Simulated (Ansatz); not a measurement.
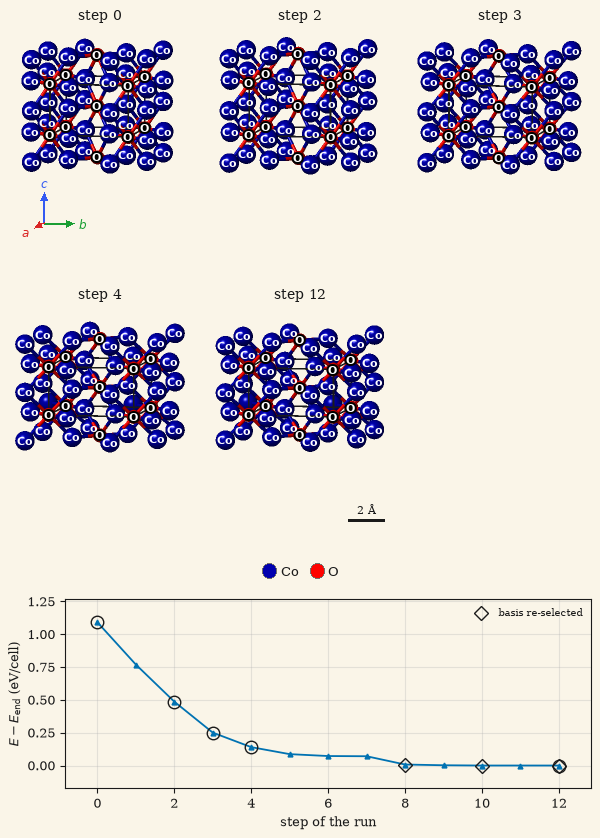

Frames of a relaxation of a crystal of Co2O (built on the rutile_136 type) (coarse preliminary run), marked on the history of the run. The picture is a ball-and-stick view of the cell of the calculation, seen slightly off an axis.

Case: anti-rutile type (P4_2/mnm, No. 136).

Computed with Ansatz, DFT PBE, scalar-relativistic, plane waves, PAW.

The input:
```yaml
crystal:
  lattice:
    - [4.5000226382, 0.0, 0.0]
    - [0.0, 4.5000226382, 0.0]
    - [0.0, 0.0, 2.8984690872]
  atoms:
    - { symbol: Co, position: [0.306, 0.306, 0.0], spin: 1.99 }
    - { symbol: Co, position: [0.194, 0.806, 0.5], spin: 1.99 }
    - { symbol: Co, position: [0.694, 0.694, 0.0], spin: 1.99 }
    - { symbol: Co, position: [0.806, 0.194, 0.5], spin: 1.99 }
    - { symbol: O, position: [0.0, 0.0, 0.0], spin: 0.27 }
    - { symbol: O, position: [0.5, 0.5, 0.5], spin: 0.27 }
basis:
  ecutwfc: 420
kpoints:
  mp_grid: { grid: [4, 4, 6] }
hamiltonian:
  xc: pbe
scf:
  occupations: { method: gaussian, width: 0.1 }
  lower_state_search: "off"
output:
  forces: true
  stress: true
  eigenvalues: true
  populations: true
magnetization:
  spin_polarized: true
relax:
  adjacent_minimum: "off"
  f_tol: 0.04
  max_steps: 70
  cell: { stress_tol: 0.4 }
```

Launched with:
```bash
ansatz run input.yaml --threads 1 --pin off --max-ram 2560MiB --backend cpu --events-out ev --progress --plain --runs-dir out
```

Question: Describe the path.

Answer: The energy falls by 1.092 eV per cell of the calculation in 9 accepted moves (12 points after the start). The largest force component goes from 1.1 to 0.00045 eV/Å. The pressure goes from 21.66 to 0.03 GPa. At 3 points the geometry stayed and the basis and grid were re-selected for the new cell (energy shift of 63.1 meV per cell of the calculation at most each time). The largest moves relative to the cell, 0.22 Å, are those of Co1, Co2, Co3 and Co4. Co1 goes along [−1 −1 0]. O stays in place. The volume changes by +8.0 %, with a = b 4.500 → 4.872 Å (+8.3 %), c 2.898 → 2.672 Å (−7.8 %). Near-neighbour distances that change, for instance: Co1–Co3 2.469 → 3.117 Å, Co1–O6 1.904 → 2.053 Å, Co1–O5 1.947 → 1.886 Å. Among the angles between lasting bonds that change: Co1–O6–Co1 99.1° → 81.2°, Co1–O6–Co3 80.9° → 98.8°, O5–Co2–O5 99.1° → 81.2°. The space group stays P4_2/mnm (No. 136). Cost: 76 s on 1 thread of Intel(R) Xeon(R) 6975P-C (Granite Rapids), with other jobs on the host, peak memory 0.46 GiB. From step 0 to 2: Co atoms move most (0.07 Å), volume +9.1 %, energy −0.605 eV per cell of the calculation. From step 2 to 3: Co atoms move most (0.09 Å), volume +2.5 %, energy −0.236 eV per cell of the calculation. From step 3 to 4: Co atoms move most (0.08 Å), volume −0.9 %, energy −0.111 eV per cell of the calculation. From step 4 to 12: Co atoms move most (0.02 Å), volume −2.6 %, energy −0.140 eV per cell of the calculation.

```
step  E − E(0), meV/atom  largest force component, eV/Å  pressure, GPa  volume, Å³/atom                      note
   0                0.00                         1.1222          21.66            9.782                          
   1              -53.72                         0.8359          11.32           10.178                          
   2             -100.85                         0.5249           0.45           10.674                          
   3             -140.19                         0.2046          -5.68           10.943                          
   4             -158.64                         0.2152          -5.82           10.849                          
   5             -167.53                         0.1087          -1.93           10.621                          
   6             -169.94                         0.0451          -0.49           10.505                          
   7             -170.20                         0.0061           0.10           10.474                          
   8             -180.72                         0.0034           1.85           10.474  same geometry, new basis
   9             -181.65                         0.0003           0.30           10.554                          
  10             -182.00                         0.0005           0.30           10.554  same geometry, new basis
  11             -181.98                         0.0005           0.03           10.569                          
  12             -182.00                         0.0004           0.03           10.569  same geometry, new basis
```
